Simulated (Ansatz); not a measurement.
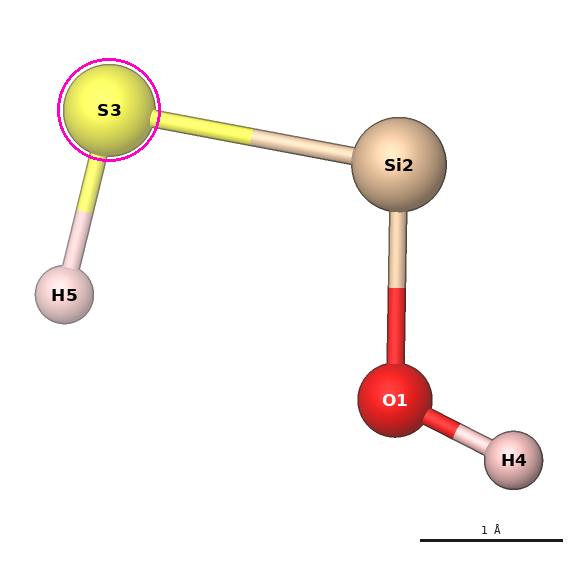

Orthographic view. Depth is shown by fading: the farther an atom, the more it takes the colour of the background. The computed structure is the end point of a PBE0-D4/def2-TZVP optimisation. No frequency run is at hand to confirm it as a minimum.

### Which atoms are bonded to the circled atom?

The circled atom is S3; it is bonded to Si2, H5.

### Which two atoms are farthest apart in space?

S3 and H4, 3.82 Å.

### What is the shortest path along bonds from the circled atom to H4?

S3–Si2–O1–H4, 3 bonds; through space the two are 3.82 Å apart.
